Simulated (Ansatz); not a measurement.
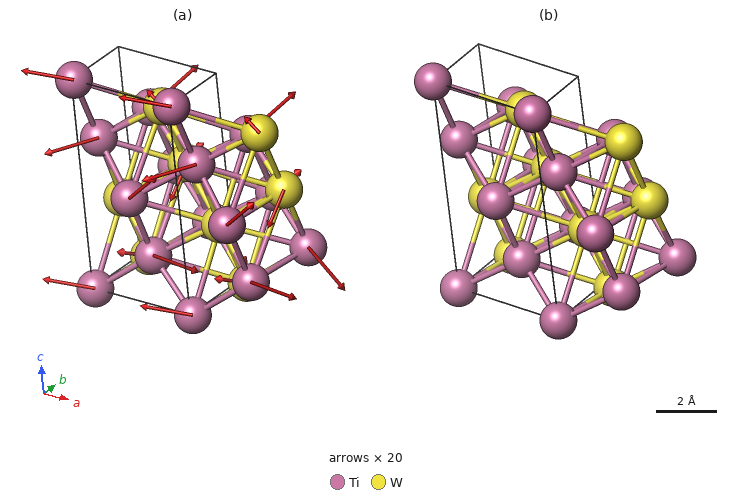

The structure of solid Ti3W2 (a generated structure, set up in P1) (coarse preliminary run) before (left) and after (right) a relaxation, at one scale. The red arrows give the displacements (the part carried along by the change of the cell is left out), 20 times their true length.

Style: ball-and-stick. Shown: the cell of the calculation, repeated 2 × 1 × 1 with one cell outlined, slightly off an axis.

Level of theory: DFT PBE, scalar-relativistic, plane waves, PAW in Ansatz 0.2.0. Set-up: plane-wave cutoff 420 eV; k-point mesh 6 × 6 × 4; occupations gaussian; smearing width 0.2 eV; no spin polarisation; cell and atoms relaxed; force threshold 0.025 eV/Å; at most 60 steps.

Summarise the run.

The run was cut off at its time limit before the program reported convergence, but its last step already meets the force threshold: the largest component is 0.021 eV/Å against 0.025 eV/Å. The pressure is within 0.02 GPa of its target. The atom that moves furthest relative to the cell is a Ti atom (0.12 Å roughly along [2 3 1]). Largest moves by element: Ti 0.12 Å, W 0.07 Å. The volume changes by +1.0 %, with a 4.425 → 4.547 Å (+2.8 %), b 5.248 → 5.269 Å (+0.4 %), c 8.049 → 7.870 Å (−2.2 %), α 107.2° → 104.4°, β 86.0° → 90.0°, γ 114.6° → 115.6°. Some distances before and after: Ti–W 2.580 → 2.802 Å, Ti–Ti 2.607 → 2.819 Å, Ti–Ti 2.969 → 2.768 Å, Ti–W 2.615 → 2.803 Å. The space group (tolerance 0.01 Å) goes from P1 (No. 1) to R-3m (No. 166). After 4 geometry steps the energy has fallen by 57.4 meV per atom. The largest force component goes from 1.1 to 0.021 eV/Å. The pressure goes from 2.25 to −0.02 GPa.
